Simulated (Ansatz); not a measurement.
## Geometry relaxation, with input and output: CH7AlO (part 2 of 2)

The same run, continued: CH7AlO; RHF/def2-mTZVP (Ansatz 0.2.0). It belongs to a series of runs on one base structure; here: end point A relaxed.

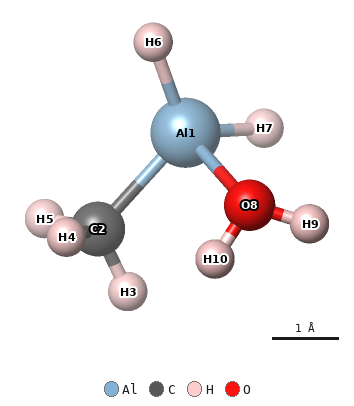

Fig. 1: The geometry at step 6 of the log (ball-and-stick view, seen at a tilt; atoms are numbered from 1 in the order of the input).

Trajectory as extended XYZ (Å, eV, eV/Å), 11 frames, from step=1 to step=11:
```
10
Properties=species:S:1:pos:R:3:forces:R:3 step=1 energy=-9761.98905
Al    0.1007    0.3301    0.1193    0.0342  -0.2331   0.0480
C     0.0214    0.1309    2.0790   -0.0008   0.2626   0.1374
H    -0.9209   -0.2637    2.4519   -0.0171   0.0354  -0.0020
H     0.8273   -0.4952    2.4550    0.0101   0.0333   0.0066
H     0.1484    1.0941    2.5694    0.0081  -0.0025   0.0176
H     1.5130    0.5464   -0.5577   -0.0041  -0.0415  -0.0431
H    -1.2148    0.5188   -0.7412   -0.0162  -0.0432   0.0147
O    -0.2074   -2.5569    0.7361   -0.1252   0.8624   0.8873
H    -1.0427   -2.9448    0.5193   -0.0107  -0.0320  -0.0097
H    -0.3359   -2.1069    1.5843    0.1219  -0.8414  -1.0566
10
Properties=species:S:1:pos:R:3:forces:R:3 step=2 energy=-9761.97581 accepted=F
Al    0.1055    0.2843    0.1328   -0.1874  -0.3545   0.1295
C     0.0237    0.1646    2.1014    0.0387   0.2946   0.0937
H    -0.9217   -0.2210    2.4764    0.0105   0.0086  -0.0364
H     0.8266   -0.4596    2.4871    0.0076   0.0053   0.0452
H     0.1551    1.1358    2.5729    0.0212   0.0128   0.0244
H     1.5083    0.5035   -0.5658    0.0225  -0.0909  -0.0225
H    -1.2128    0.4752   -0.7257   -0.0033  -0.0087  -0.0011
O    -0.2522   -2.3992    0.6263   -1.5019  -0.3435   3.1187
H    -1.0201   -2.9757    0.4862    1.0227   0.7415  -0.3894
H    -0.3233   -2.2551    1.6238    0.5692  -0.2652  -2.9622
10
Properties=species:S:1:pos:R:3:forces:R:3 step=3 energy=-9762.05784
Al    0.1039    0.2937    0.1262   -0.0837  -0.1915   0.0787
C     0.0221    0.1511    2.0921    0.0253   0.1820   0.0783
H    -0.9216   -0.2443    2.4609   -0.0009   0.0359   0.0012
H     0.8265   -0.4780    2.4670    0.0073   0.0259   0.0549
H     0.1516    1.1151    2.5776    0.0109   0.0190   0.0071
H     1.5091    0.5264   -0.5635    0.0072  -0.0998  -0.0279
H    -1.2130    0.4982   -0.7323   -0.0027  -0.0633   0.0121
O    -0.2273   -2.4765    0.6861   -0.4950   0.3752   0.8234
H    -1.0299   -2.9560    0.5052    0.3085   0.1319  -0.1484
H    -0.3324   -2.1771    1.5961    0.2233  -0.4153  -0.8793
10
Properties=species:S:1:pos:R:3:forces:R:3 step=4 energy=-9762.12943
Al    0.0888    0.2234    0.1466   -0.1020  -0.2773   0.1131
C     0.0240    0.1686    2.1199    0.0073   0.2116   0.0547
H    -0.9192   -0.2063    2.5118    0.0124   0.0177   0.0069
H     0.8280   -0.4492    2.5146    0.0022   0.0143   0.0600
H     0.1627    1.1521    2.5641    0.0065  -0.0156  -0.0053
H     1.4908    0.4495   -0.5526    0.0147  -0.1168  -0.0384
H    -1.2296    0.4245   -0.7104   -0.0172  -0.0530   0.0098
O    -0.2232   -2.4020    0.6262   -0.6668   0.3148   1.3448
H    -1.0092   -2.9049    0.4217    0.4202   0.2530  -0.2050
H    -0.3240   -2.2030    1.5735    0.3227  -0.3487  -1.3407
10
Properties=species:S:1:pos:R:3:forces:R:3 step=5 energy=-9762.25750
Al    0.0672    0.1180    0.1691   -0.1284  -0.3689   0.1941
C     0.0235    0.1803    2.1474    0.0048   0.2887   0.0527
H    -0.9175   -0.1772    2.5625    0.0176   0.0233   0.0178
H     0.8272   -0.4240    2.5646    0.0112   0.0118   0.0690
H     0.1693    1.1833    2.5491   -0.0113  -0.1031  -0.0439
H     1.4638    0.3429   -0.5454    0.0180  -0.1544  -0.0410
H    -1.2499    0.3415   -0.6851   -0.0493  -0.0465  -0.0025
O    -0.2230   -2.2759    0.5800   -0.5309   0.1089   1.6939
H    -0.9693   -2.8112    0.3160    0.3813   0.3546  -0.1757
H    -0.3024   -2.2250    1.5572    0.2869  -0.1144  -1.7644
10
Properties=species:S:1:pos:R:3:forces:R:3 step=6 energy=-9762.44796
Al    0.0332   -0.0264    0.2057   -0.0322  -0.1668   0.2002
C     0.0221    0.1964    2.1821   -0.0152   0.2853   0.0115
H    -0.9155   -0.1389    2.6255    0.0197   0.0391   0.0600
H     0.8259   -0.3906    2.6260    0.0163   0.0178   0.0871
H     0.1764    1.2209    2.5306   -0.0407  -0.2256  -0.1175
H     1.4234    0.1960   -0.5305    0.0144  -0.1712  -0.0395
H    -1.2779    0.2450   -0.6489   -0.0988  -0.0558  -0.0065
O    -0.2039   -2.1489    0.5343   -0.4105  -0.1846   1.4195
H    -0.9196   -2.6772    0.1829    0.3591   0.4001  -0.0434
H    -0.2749   -2.2234    1.5076    0.1880   0.0618  -1.5713
10
Properties=species:S:1:pos:R:3:forces:R:3 step=7 energy=-9762.52662
Al    0.0110   -0.1217    0.2479    0.1022   0.4601   0.0701
C     0.0144    0.2099    2.2156    0.0369   0.2807   0.0465
H    -0.9163   -0.0919    2.7004    0.0466   0.0443  -0.0274
H     0.8218   -0.3455    2.6978   -0.0169   0.0432   0.0242
H     0.1737    1.2558    2.4919   -0.0441  -0.2310  -0.0756
H     1.3970    0.0330   -0.5256   -0.0290  -0.0070  -0.0007
H    -1.3157    0.1554   -0.5962   -0.0544   0.0062  -0.0117
O    -0.1771   -2.0550    0.4944   -0.4302  -0.9450   0.5673
H    -0.8773   -2.5359    0.0555    0.3189   0.2820   0.0949
H    -0.2424   -2.2513    1.4338    0.0700   0.0665  -0.6877
10
Properties=species:S:1:pos:R:3:forces:R:3 step=8 energy=-9762.57077
Al    0.0146   -0.1336    0.2931    0.0664   0.2336  -0.0870
C     0.0145    0.2620    2.2401    0.0049   0.0962   0.1090
H    -0.9283    0.0170    2.7303    0.0661  -0.0417  -0.0141
H     0.8058   -0.2881    2.7525   -0.0573   0.0051   0.0420
H     0.1998    1.3120    2.4731   -0.0094  -0.1234  -0.1349
H     1.3951    0.0208   -0.4909   -0.0400   0.0066   0.0110
H    -1.3298    0.1018   -0.5462    0.0026  -0.0048   0.0080
O    -0.1639   -2.1316    0.4293   -0.2686  -0.2966   0.3162
H    -0.9341   -2.4886   -0.0072    0.2604   0.1090   0.1631
H    -0.1846   -2.4190    1.3412   -0.0252   0.0160  -0.4132
10
Properties=species:S:1:pos:R:3:forces:R:3 step=9 energy=-9762.58054
Al    0.0238   -0.1186    0.3001   -0.0125  -0.0233   0.1380
C     0.0260    0.2728    2.2466    0.0066   0.0418   0.0171
H    -0.9089    0.0137    2.7407   -0.0050  -0.0152  -0.0129
H     0.8257   -0.2415    2.7795   -0.0052  -0.0033  -0.0195
H     0.1810    1.3313    2.4393    0.0067   0.0299   0.0020
H     1.3956    0.0306   -0.4911   -0.0042  -0.0079  -0.0276
H    -1.3296    0.1090   -0.5261    0.0211  -0.0040  -0.0136
O    -0.1796   -2.1435    0.4495   -0.0389  -0.0739  -0.0815
H    -0.9112   -2.4893   -0.0446   -0.0207  -0.0117  -0.0709
H    -0.2338   -2.5118    1.3215    0.0522   0.0675   0.0689
10
Properties=species:S:1:pos:R:3:forces:R:3 step=10 energy=-9762.58308
Al    0.0265   -0.1283    0.3127   -0.0052   0.0248   0.0031
C     0.0277    0.2820    2.2542   -0.0034  -0.0470  -0.0066
H    -0.9019    0.0071    2.7495   -0.0031   0.0084   0.0082
H     0.8367   -0.2166    2.7866    0.0054   0.0092   0.0099
H     0.1644    1.3453    2.4360    0.0003   0.0069  -0.0057
H     1.3954    0.0166   -0.4848    0.0125  -0.0100  -0.0067
H    -1.3196    0.1114   -0.5200   -0.0105  -0.0036  -0.0063
O    -0.1856   -2.1562    0.4295    0.0206   0.0173   0.0221
H    -0.9269   -2.4947   -0.0557   -0.0157  -0.0080  -0.0104
H    -0.2276   -2.5140    1.3073   -0.0009   0.0021  -0.0076
10
Properties=species:S:1:pos:R:3:forces:R:3 step=11 energy=-9762.58325
Al    0.0259   -0.1260    0.3130   -0.0004  -0.0128  -0.0093
C     0.0283    0.2796    2.2553    0.0011   0.0091  -0.0061
H    -0.8998    0.0045    2.7531   -0.0048  -0.0021   0.0048
H     0.8403   -0.2129    2.7884    0.0040  -0.0029   0.0029
H     0.1612    1.3443    2.4342   -0.0014  -0.0024  -0.0018
H     1.3959    0.0113   -0.4866   -0.0051   0.0041   0.0034
H    -1.3217    0.1108   -0.5206    0.0064   0.0056   0.0051
O    -0.1850   -2.1538    0.4310    0.0018   0.0020   0.0003
H    -0.9211   -2.4947   -0.0611   -0.0003  -0.0023   0.0003
H    -0.2348   -2.5104    1.3087   -0.0014   0.0015   0.0003
```

The run was set up as follows.

The input:
```yaml
crystal:
  periodic: [false, false, false]
  atoms:
    - { symbol: Al, position_ang: [0.100682, 0.330099, 0.119253] }
    - { symbol: C, position_ang: [0.021397, 0.130873, 2.079021] }
    - { symbol: H, position_ang: [-0.920864, -0.263691, 2.451876] }
    - { symbol: H, position_ang: [0.827275, -0.495243, 2.455043] }
    - { symbol: H, position_ang: [0.148433, 1.094138, 2.569446] }
    - { symbol: H, position_ang: [1.513042, 0.54639, -0.55768] }
    - { symbol: H, position_ang: [-1.214822, 0.518751, -0.741213] }
    - { symbol: O, position_ang: [-0.207449, -2.556901, 0.736078] }
    - { symbol: H, position_ang: [-1.042652, -2.944798, 0.5193] }
    - { symbol: H, position_ang: [-0.335944, -2.106919, 1.584276] }
basis:
  gaussian: { orbitals: def2-mTZVP }
hamiltonian:
  xc: hf
relax:
  f_tol: 0.03
  max_steps: 50
```

Command:
```bash
ansatz run input.yaml --threads 1 --pin off --max-ram 2048MiB --backend cpu --events-out ev --progress --plain --runs-dir out
```

Key numbers:

- outcome: converged
- total energy: −9762.5832 eV
- mean-field energy: −9762.5832 eV
- largest force (length of the vector) at the end: 0.016 eV/Å
- hardware: 1 thread of Arm Neoverse V2, 24 GiB of memory available, shared host
- wall time: 14 s
- peak memory: 0.14 GiB
